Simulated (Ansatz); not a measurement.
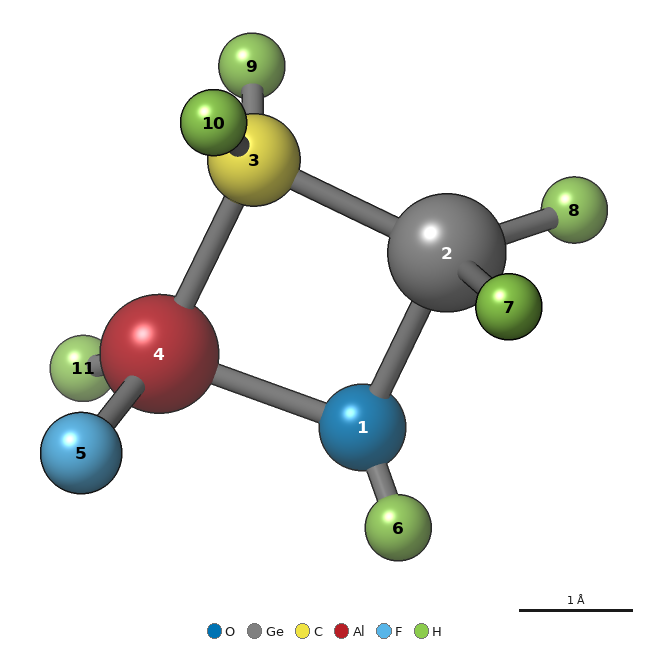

Orthographic view. Atoms fade into the background with distance from the viewer. The geometry was computed by an optimisation with PBE0-D4/def2-TZVP. No frequency run is at hand to confirm it as a minimum.

Write a Z-matrix (Å, degrees) in the order of the atom numbers, with these reference atoms: 2 to 1; 3 to 2, 1; 4 to 1, 2, 3; 5 to 4, 1, 2; 6 to 1, 2, 3; 7 to 2, 1, 6; 8 to 2, 7, 1; 9 to 3, 2, 8; 10 to 3, 9, 2; 11 to 4, 5, 1.

```
O  
Ge   1   1.895
C    2   1.907   1    88.6
Al   1   1.922   2    94.7   3    -6.6
F    4   1.671   1   103.3   2  -106.3
H    1   0.959   2   124.5   3  -151.4
H    2   1.537   1   104.5   6   -30.3
H    2   1.536   7   111.4   1  -111.3
H    3   1.090   2   112.4   8    -7.9
H    3   1.091   9   109.8   2   125.7
H    4   1.584   5   116.5   1   121.4
```
